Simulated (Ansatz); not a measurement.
# Run report: Si$_{4}$NH$_{13}$, geometry relaxation (part 1 of 2)

System: Si$_{4}$NH$_{13}$.
Method: RKS B3LYP-D4/6-31G* (Ansatz 0.2.0).

The input holds or restrains some coordinates. It belongs to a series of runs on one base structure; here: pulled along the bonds that form and break, towards end B.

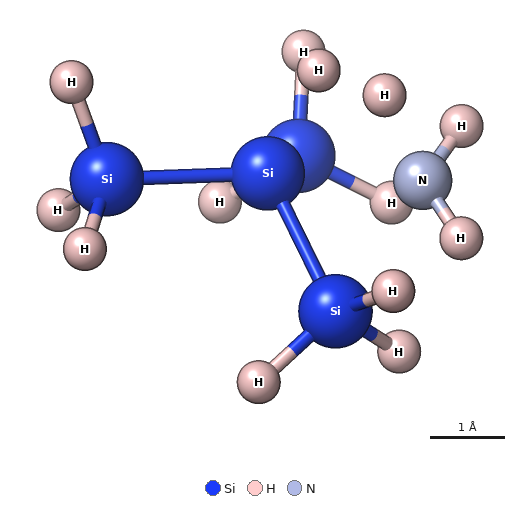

**Figure 1.** The structure as given in the input (ball-and-stick view, seen at a tilt).

## Summary

| quantity | value |
| --- | --- |
| outcome | converged under the restraints of the input |
| total energy | −33212.7195 eV |
| mean-field energy | −33211.9016 eV |
| largest force (length of the vector) at the end, held atoms and coordinates included | 1.430 eV/Å |
| hardware | 4 threads of Arm Neoverse V2, 24 GiB of memory available, shared host |
| wall time | 52 s (CPU time 3.2 min) |
| peak memory | 0.32 GiB |

## Input
```yaml
crystal:
  periodic: [false, false, false]
  atoms:
    - { symbol: Si, position_ang: [0.0, 0.0, 0.0] }
    - { symbol: H, position_ang: [0.0, 0.0, 1.81] }
    - { symbol: Si, position_ang: [2.0935, 0.0, -0.7393] }
    - { symbol: H, position_ang: [2.5508, -1.3762, -0.9079] }
    - { symbol: H, position_ang: [2.1573, 0.6939, -2.0222] }
    - { symbol: H, position_ang: [2.951, 0.6823, 0.2255] }
    - { symbol: Si, position_ang: [-1.0456, 1.8115, -0.7393] }
    - { symbol: H, position_ang: [-2.4302, 1.478, -1.0607] }
    - { symbol: H, position_ang: [-1.0215, 2.8436, 0.2931] }
    - { symbol: H, position_ang: [-0.3743, 2.3069, -1.9374] }
    - { symbol: Si, position_ang: [-1.0456, -1.8115, -0.7393] }
    - { symbol: H, position_ang: [-1.7029, -2.4846, 0.3772] }
    - { symbol: H, position_ang: [-2.0454, -1.4265, -1.7311] }
    - { symbol: H, position_ang: [-0.0777, -2.7173, -1.3511] }
    - { symbol: "N", position_ang: [0.7889, -1.8507, 0.6685] }
    - { symbol: H, position_ang: [0.253, -2.7488, 0.4953] }
    - { symbol: H, position_ang: [1.7191, -1.8781, 1.1759] }
    - { symbol: H, position_ang: [0.3892, -0.9132, 1.7642] }
basis:
  gaussian: { orbitals: "6-31G*" }
hamiltonian:
  xc: b3lyp
  dispersion: d4
relax:
  f_tol: 0.15
  max_steps: 25
  restrain:
    - { distance: [0, 14], at: 1.82, k: 30.0 }
    - { distance: [17, 1], at: 0.66, k: 30.0 }
    - { distance: [0, 1], at: 2.66, k: 30.0 }
    - { distance: [17, 14], at: 2.26, k: 30.0 }
```

Launched with:
```bash
ansatz run input.yaml --threads 4 --pin off --max-ram 5120MiB --backend cpu --events-out ev --progress --plain --runs-dir out
```

## Output
```
The last accepted step is kept in [file] (removed where the run ends without a failure and the disk answers)
Engine: ansatz 0.2.0, aarch64-unknown-linux-gnu
Functional definition: B3LYP
  parameter a0 = 0.2
  parameter ax = 0.72
  parameter ac = 0.81
  exchange = (1 - a0 - ax)*slater_x + ax*b88_x + a0*exact_x
  correlation = (1 - ac)*vwn_rpa_c + ac*lyp_c
1303 factors; integrals over basis functions are off by at most 6.5e-4 eV
mean field evaluation 1: about -33200.2928 eV, gradient 5.5e1 eV
mean field evaluation 2: about -33168.9905 eV, gradient 1.1e2 eV
mean field evaluation 4: about -33206.6840 eV, gradient 7.0e0 eV
mean field evaluation 8: about -33206.9002 eV, gradient 3.0e-1 eV
mean field evaluation 16: about -33206.9006 eV, gradient 2.8e-5 eV
mean field -33206.90057952 eV, -1220.3310878519 hartree, gradient 2.8e-5 eV, S^2 0.000000; 0 other end points of the search recorded, 0 dependent functions left out
the calculation of the forces begins
reference -33206.90090181 eV, -1220.3310996956 hartree; 38, 38 occupied and 79, 79 virtual orbitals, 1303 factors
relax step   1: F+E_penalty+E_count = -33207.84500328 eV  Δ(F+E_penalty+E_count) = +0.000e0 eV  max|allowed force component| = 4.522e0 eV/Å  E_restraint = 22.60425089 eV  max|allowed force component, restraints' pulls added| = 2.455e1 eV/Å  Δτ_max = 0.0000 Å  (28 SCF iters, accepted)
  distance Si 0 - N 14 = 2.1200 Å
  distance H 17 - H 1 = 0.9937 Å
  distance Si 0 - H 1 = 1.8100 Å
  distance H 17 - N 14 = 1.4964 Å
these checks for a lower state are left out or cut short: starts, cluster_reference, orbital_swaps, neighbouring_geometries, increment
1303 factors; integrals over basis functions are off by at most 6.5e-4 eV
mean field -33206.78420923 eV, -1220.3268113225 hartree, gradient 2.4e-5 eV, S^2 0.000000; 0 other end points of the search recorded, 0 dependent functions left out
[... from here on the field's lines of each further geometry are left out, up to the last ...]
relax step   2: F+E_penalty+E_count = -33207.68723751 eV  Δ(F+E_penalty+E_count) = +1.578e-1 eV  max|allowed force component| = 2.648e0 eV/Å  E_restraint = 9.14691520 eV  max|allowed force component, restraints' pulls added| = 1.526e1 eV/Å  Δτ_max = 0.1948 Å  (35 SCF iters, accepted)
relax step   3: F+E_penalty+E_count = -33208.15557050 eV  Δ(F+E_penalty+E_count) = -4.683e-1 eV  max|allowed force component| = 2.492e0 eV/Å  E_restraint = 1.98143805 eV  max|allowed force component, restraints' pulls added| = 8.265e0 eV/Å  Δτ_max = 0.1947 Å  (35 SCF iters, accepted)
relax step   4: F+E_penalty+E_count = -33209.70986728 eV  Δ(F+E_penalty+E_count) = -1.554e0 eV  max|allowed force component| = 2.600e0 eV/Å  E_restraint = 0.04544050 eV  max|allowed force component, restraints' pulls added| = 2.005e0 eV/Å  Δτ_max = 0.1929 Å  (29 SCF iters, accepted)
relax step   5: F+E_penalty+E_count = -33210.99151774 eV  Δ(F+E_penalty+E_count) = -1.282e0 eV  max|allowed force component| = 1.772e0 eV/Å  E_restraint = 0.04072632 eV  max|allowed force component, restraints' pulls added| = 8.624e-1 eV/Å  Δτ_max = 0.1949 Å  (29 SCF iters, accepted)
relax step   6: F+E_penalty+E_count = -33211.67652950 eV  Δ(F+E_penalty+E_count) = -6.850e-1 eV  max|allowed force component| = 7.790e-1 eV/Å  E_restraint = 0.09728707 eV  max|allowed force component, restraints' pulls added| = 1.978e0 eV/Å  Δτ_max = 0.1951 Å  (28 SCF iters, accepted)
relax step   7: F+E_penalty+E_count = -33212.04381928 eV  Δ(F+E_penalty+E_count) = -3.673e-1 eV  max|allowed force component| = 1.060e0 eV/Å  E_restraint = 0.07302290 eV  max|allowed force component, restraints' pulls added| = 1.015e0 eV/Å  Δτ_max = 0.1931 Å  (27 SCF iters, accepted)
relax step   8: F+E_penalty+E_count = -33212.28748358 eV  Δ(F+E_penalty+E_count) = -2.437e-1 eV  max|allowed force component| = 1.385e0 eV/Å  E_restraint = 0.05942808 eV  max|allowed force component, restraints' pulls added| = 4.995e-1 eV/Å  Δτ_max = 0.1919 Å  (26 SCF iters, accepted)
relax step   9: F+E_penalty+E_count = -33212.48406466 eV  Δ(F+E_penalty+E_count) = -1.966e-1 eV  max|allowed force component| = 1.323e0 eV/Å  E_restraint = 0.06044714 eV  max|allowed force component, restraints' pulls added| = 3.529e-1 eV/Å  Δτ_max = 0.2000 Å  (27 SCF iters, accepted)
relax step  10: F+E_penalty+E_count = -33212.59702008 eV  Δ(F+E_penalty+E_count) = -1.130e-1 eV  max|allowed force component| = 1.323e0 eV/Å  E_restraint = 0.05794147 eV  max|allowed force component, restraints' pulls added| = 1.770e-1 eV/Å  Δτ_max = 0.1997 Å  (27 SCF iters, accepted)
relax step  11: F+E_penalty+E_count = -33212.65909259 eV  Δ(F+E_penalty+E_count) = -6.207e-2 eV  max|allowed force component| = 1.328e0 eV/Å  E_restraint = 0.05519872 eV  max|allowed force component, restraints' pulls added| = 1.069e-1 eV/Å  Δτ_max = 0.1997 Å  (26 SCF iters, accepted)
relax step  12: F+E_penalty+E_count = -33212.68555844 eV  Δ(F+E_penalty+E_count) = -2.647e-2 eV  max|allowed force component| = 1.287e0 eV/Å  E_restraint = 0.05827238 eV  max|allowed force component, restraints' pulls added| = 2.021e-1 eV/Å  Δτ_max = 0.1961 Å  (26 SCF iters, accepted)
relax step  13: F+E_penalty+E_count = -33212.69629991 eV  Δ(F+E_penalty+E_count) = -1.074e-2 eV  max|allowed force component| = 1.073e0 eV/Å  E_restraint = 0.06400444 eV  max|allowed force component, restraints' pulls added| = 3.954e-1 eV/Å  Δτ_max = 0.1746 Å  (26 SCF iters, accepted)
relax step  14: F+E_penalty+E_count = -33212.70979480 eV  Δ(F+E_penalty+E_count) = -1.349e-2 eV  max|allowed force component| = 1.102e0 eV/Å  E_restraint = 0.06397299 eV  max|allowed force component, restraints' pulls added| = 4.565e-1 eV/Å  Δτ_max = 0.0888 Å  (27 SCF iters, accepted)
relax step  15: F+E_penalty+E_count = -33212.71393757 eV  Δ(F+E_penalty+E_count) = -4.143e-3 eV  max|allowed force component| = 1.417e0 eV/Å  E_restraint = 0.05317316 eV  max|allowed force component, restraints' pulls added| = 4.623e-2 eV/Å  Δτ_max = 0.1830 Å  (27 SCF iters, accepted)
relax step  16: F+E_penalty+E_count = -33212.73782849 eV  Δ(F+E_penalty+E_count) = -2.389e-2 eV  max|allowed force component| = 1.570e0 eV/Å  E_restraint = 0.08131177 eV  max|allowed force component, restraints' pulls added| = 7.480e-1 eV/Å  Δτ_max = 0.1905 Å  (26 SCF iters, rejected (line search))
the calculation of the forces begins
reference -33211.90160259 eV, -1220.5148720598 hartree; 38, 38 occupied and 79, 79 virtual orbitals, 1303 factors
relax step  17: F+E_penalty+E_count = -33212.71912074 eV  Δ(F+E_penalty+E_count) = -5.183e-3 eV  max|allowed force component| = 1.352e0 eV/Å  E_restraint = 0.05470137 eV  max|allowed force component, restraints' pulls added| = 1.319e-1 eV/Å  Δτ_max = 0.0929 Å  (27 SCF iters, accepted)
```

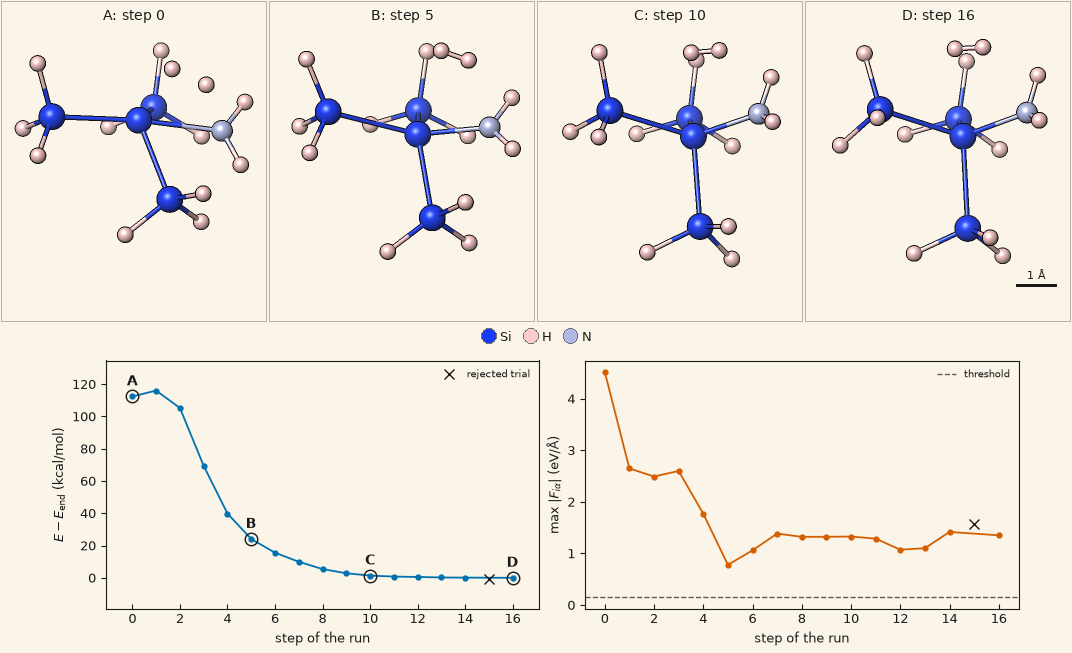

**Figure 2.** Frames of the restrained relaxation (ball-and-stick view, seen at a tilt) above the curves, on which the letters mark them (the first geometry is step 0 here and step 1 in the log).

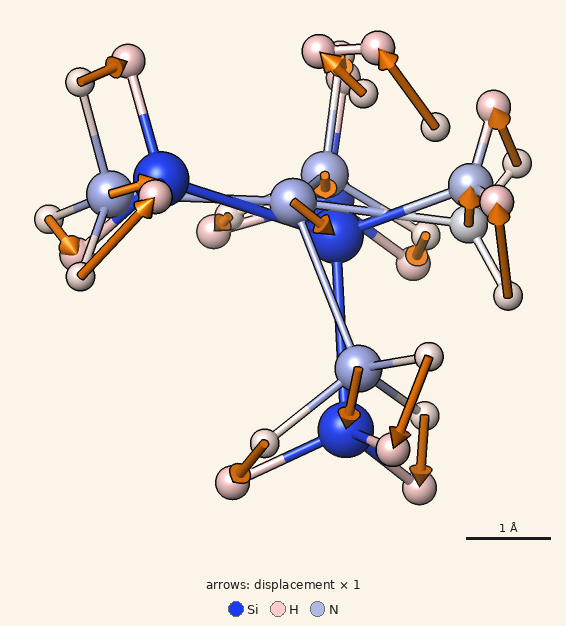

**Figure 3.** Start (faint) and end (solid) with the displacements as orange arrows, at true length (ball-and-stick view, seen at a tilt). The two geometries are laid on each other by the best rigid fit. The atom that moves furthest after the best rigid fit is H16 (1.48 Å). By element the largest moves are H 1.48 Å, Si 0.90 Å, N 0.63 Å. Among the contacts that change: Si1–N15 2.120 → 1.792 Å, H2–H18 0.994 → 0.709 Å, Si1–Si7 2.218 → 2.367 Å, Si1–Si11 2.218 → 2.353 Å. New bonds form: H2–H18 (0.99 → 0.71 Å). Among the angles that change: Si7–Si1–N15 173.4° → 125.8°, Si11–Si1–N15 64.4° → 103.4°, Si3–Si1–N15 75.8° → 105.4°. After 16 geometry steps the energy has fallen by 112.4 kcal/mol. Largest force component: 4.5 eV/Å at the start, 1.4 eV/Å at the end. The line search rejected the trial step at point 15 (counted from 0) and went back. (Atoms are counted from 1 in the order of the input.)

```
  distance Si 0 - N 14 = 1.7923 Å
  distance H 17 - H 1 = 0.7091 Å
  distance Si 0 - H 1 = 2.6779 Å
  distance H 17 - N 14 = 2.2723 Å
1303 factors; integrals over basis functions are off by at most 7.7e-4 eV
mean field -33211.90126304 eV, -1220.5148595815 hartree, gradient 6.5e-6 eV, S^2 0.000000; 1 other end points of the search recorded, 0 dependent functions left out
the calculation of the forces begins
reference -33211.90160259 eV, -1220.5148720598 hartree; 38, 38 occupied and 79, 79 virtual orbitals, 1303 factors
Total energy: -33212.71946029 eV, -1220.5449277758 hartree
Atom 0 at     0.260352    -0.628228    -0.210338 Å, force     0.256086    -0.790578     0.141452 eV/Å
Atom 1 at    -0.170644     0.682233     2.084847 Å, force    -0.396524     1.351612    -0.247821 eV/Å
Atom 2 at     2.333503    -0.150926    -1.204557 Å, force    -0.003308    -0.010980     0.010640 eV/Å
Atom 3 at     3.006774    -1.388736    -1.682675 Å, force     0.007146    -0.002140    -0.005287 eV/Å
Atom 4 at     2.146507     0.767889    -2.361606 Å, force    -0.001979     0.006444    -0.003910 eV/Å
Atom 5 at     3.237184     0.520332    -0.225918 Å, force     0.006775     0.004036     0.005203 eV/Å
Atom 6 at    -0.956069     1.402421    -0.174214 Å, force    -0.031664     0.047079    -0.010452 eV/Å
Atom 7 at    -2.304994     1.251125     0.446366 Å, force     0.029060     0.016061    -0.010979 eV/Å
Atom 8 at    -0.260332     2.542980     0.493036 Å, force    -0.025136    -0.044530    -0.027669 eV/Å
Atom 9 at    -1.142464     1.761509    -1.612194 Å, force    -0.001828    -0.010748     0.049204 eV/Å
Atom 10 at    -0.991602    -2.064019    -1.590737 Å, force     0.004519    -0.000189    -0.015810 eV/Å
Atom 11 at    -2.036193    -2.742998    -0.769520 Å, force    -0.004623    -0.004529     0.001249 eV/Å
Atom 12 at    -1.684317    -1.307236    -2.671737 Å, force     0.010006    -0.002907     0.003064 eV/Å
Atom 13 at    -0.145035    -3.115044    -2.220494 Å, force    -0.001613     0.009302     0.010576 eV/Å
Atom 14 at     0.639386    -1.648401     1.213685 Å, force    -0.064678     0.184870    -0.883385 eV/Å
Atom 15 at    -0.126891    -2.071828     1.725838 Å, force    -0.019606     0.001214    -0.023991 eV/Å
Atom 16 at     1.352614    -1.325062     1.855986 Å, force     0.030850    -0.012390     0.019075 eV/Å
Atom 17 at     0.001823     0.123288     2.485632 Å, force     0.206517    -0.741625     0.988842 eV/Å
Dipole moment:     0.010091    -0.030746     0.353940 e Å
```

## Trajectory as extended XYZ (Å, eV, eV/Å), 12 of the 17 frames kept, from step=1 to step=17
```
18
Properties=species:S:1:pos:R:3:forces:R:3 step=1 energy=-33207.84500
Si    0.0000    0.0000    0.0000    0.2909  -0.8424   0.8778
H     0.0000    0.0000    1.8100   -0.2709   0.7699  -0.4899
Si    2.0935    0.0000   -0.7393    0.7387   0.1518  -1.0273
H     2.5508   -1.3762   -0.9079    0.4081  -0.2180  -0.2901
H     2.1573    0.6939   -2.0222    0.3162   0.4852  -0.5363
H     2.9510    0.6823    0.2255    0.4794   0.2533   0.4062
Si   -1.0456    1.8115   -0.7393   -0.6919   1.3590   0.6030
H    -2.4302    1.4780   -1.0607   -0.5562  -0.0489  -0.1634
H    -1.0215    2.8436    0.2931   -0.1568   0.7432   0.2340
H    -0.3743    2.3069   -1.9374    0.2828   0.1371  -0.5043
Si   -1.0456   -1.8115   -0.7393   -1.5651   0.4056  -1.8444
H    -1.7029   -2.4846    0.3772   -0.3659  -0.3173   0.3215
H    -2.0454   -1.4265   -1.7311   -0.7284  -0.2047  -0.4951
H    -0.0777   -2.7173   -1.3511    0.0126  -0.3600  -0.5508
N     0.7889   -1.8507    0.6685    1.1127  -0.2606   4.5220
H     0.2530   -2.7488    0.4953    2.0929   0.6113   1.6203
H     1.7191   -1.8781    1.1759   -0.9569  -1.2516  -1.1503
H     0.3892   -0.9132    1.7642   -0.4422  -1.4130  -1.5328
```
